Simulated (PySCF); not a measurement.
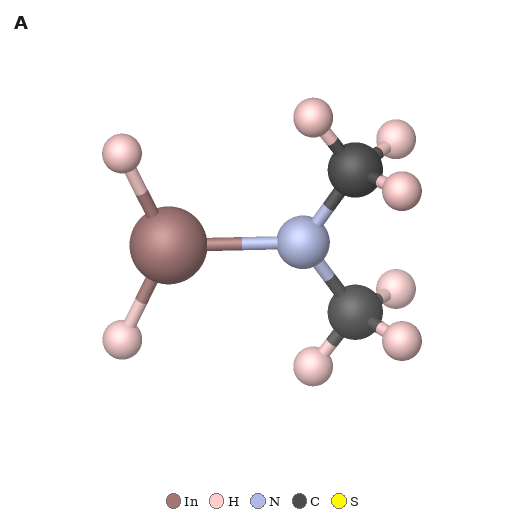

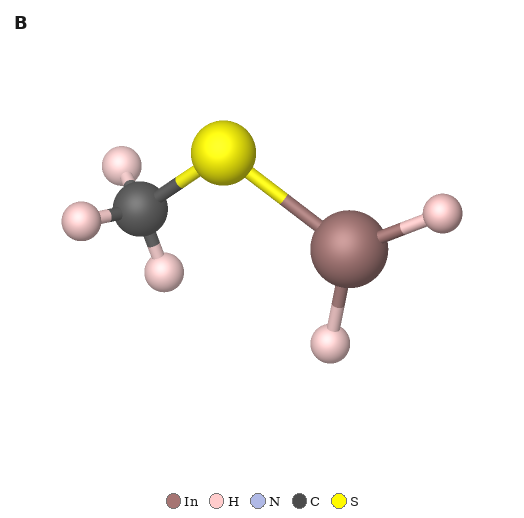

Two related species, optimised with PBE0-D3(BJ)/def2-SVP; properties computed with PySCF 2.14.0. Both: charge 0, singlet.

**Identify both.**

A is InH2(NMe2), B is InH2(SMe).

Compare them. With B3LYP/def2-SVPD, core potentials on In: dipole moment (D), HOMO–LUMO gap (eV), HOMO energy (Kohn–Sham orbital) (eV), lowest vertical singlet excitation (eV), mean static polarisability (bohr³). With PBE0-D3(BJ)/def2-SVP: mean In–H length (Å).

```json
{"quantity": "dipole moment (D)", "A": "0.09", "B": "1.57"}
{"quantity": "HOMO–LUMO gap (eV)", "A": "4.30", "B": "4.75"}
{"quantity": "HOMO energy (Kohn–Sham orbital) (eV)", "A": "−5.78", "B": "−6.63"}
{"quantity": "lowest vertical singlet excitation (eV)", "A": "3.87", "B": "4.19"}
{"quantity": "mean static polarisability (bohr³)", "A": "79.0", "B": "77.6"}
{"quantity": "mean In–H length (Å)", "A": "1.720", "B": "1.722"}
```

Each is one conformer, and no frequency run is at hand to confirm it as a minimum.
